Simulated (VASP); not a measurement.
Band structure of Yb (fcc). All values below come from optB88-vdW, VASP's PBE PAW potentials (set 64) (plane waves; VASP).

The 4f electrons are frozen in the core of the lanthanide potential, so 4f levels, which can set the real gap, and their magnetism are missing.

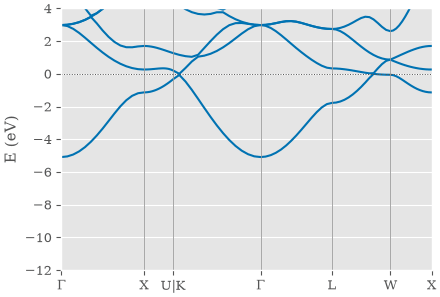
Figure. Bands along high-symmetry lines, zero at the valence-band maximum or, without a gap, the Fermi level

Question: Read the plot: is there a gap, and where are the band edges?

Answer: It has no gap at this level: it comes out as a metal or semimetal. (Edges off the drawn lines would not show.)

The compound is Yb in the fcc structure. It was relaxed first, which changed the volume by -9 %.
